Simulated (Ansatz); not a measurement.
## CH7B: nudged elastic band

System: CH7B.
Method: RKS PBE-D4/def2-mTZVP (Ansatz 0.2.0).

One setting was made poor on purpose. It belongs to a series of runs on one base structure; here: an input spoilt on purpose.

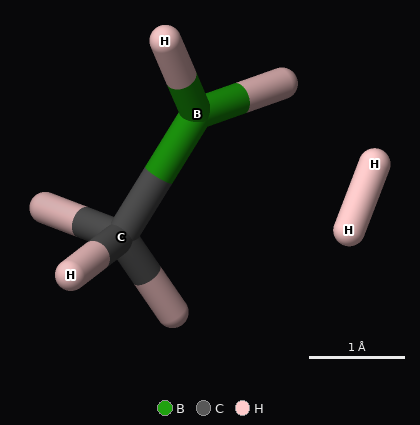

Fig. 1: The structure as given in the input (stick view, seen at a tilt).

Outcome

```tsv
quantity	value
outcome	refused by the program
hardware	1 thread of Arm Neoverse V1, 24 GiB of memory available, shared host
```

The program refused the input: “invalid value for `neb.final_atoms`: is identical to crystal.atoms — the two endpoints must differ for a path to exist” A deliberately poor setting: bad input.

Input file
```yaml
crystal:
  periodic: [false, false, false]
  atoms:
    - { symbol: B, position_ang: [0.020798, 0.143621, 0.40233] }
    - { symbol: C, position_ang: [0.045168, 0.353106, 1.944547] }
    - { symbol: H, position_ang: [-0.894905, 0.123684, 2.466852] }
    - { symbol: H, position_ang: [0.889484, -0.114787, 2.471187] }
    - { symbol: H, position_ang: [0.191289, 1.448786, 2.071544] }
    - { symbol: H, position_ang: [1.040793, -0.021522, -0.21574] }
    - { symbol: H, position_ang: [-1.004375, 0.251694, -0.220027] }
    - { symbol: H, position_ang: [-0.325538, -2.326239, -0.056594] }
    - { symbol: H, position_ang: [-0.313012, -2.430343, 0.688803] }
basis:
  gaussian: { orbitals: def2-mTZVP }
hamiltonian:
  xc: pbe
  dispersion: d4
neb:
  order_check: false
  images: 1
  f_tol: 0.03
  max_iterations: 8
  climbing: true
  final_atoms:
    - { symbol: B, position_ang: [0.020798, 0.143621, 0.40233] }
    - { symbol: C, position_ang: [0.045168, 0.353106, 1.944547] }
    - { symbol: H, position_ang: [-0.894905, 0.123684, 2.466852] }
    - { symbol: H, position_ang: [0.889484, -0.114787, 2.471187] }
    - { symbol: H, position_ang: [0.191289, 1.448786, 2.071544] }
    - { symbol: H, position_ang: [1.040793, -0.021522, -0.21574] }
    - { symbol: H, position_ang: [-1.004375, 0.251694, -0.220027] }
    - { symbol: H, position_ang: [-0.325538, -2.326239, -0.056594] }
    - { symbol: H, position_ang: [-0.313012, -2.430343, 0.688803] }
  initial_path: idpp
```

Launched with:
```bash
ansatz run input.yaml --threads 1 --pin off --max-ram 2048MiB --backend cpu --events-out ev --progress --plain --runs-dir out
```

The program's output
```
Error: invalid value for `neb.final_atoms`: is identical to crystal.atoms — the two endpoints must differ for a path to exist
```
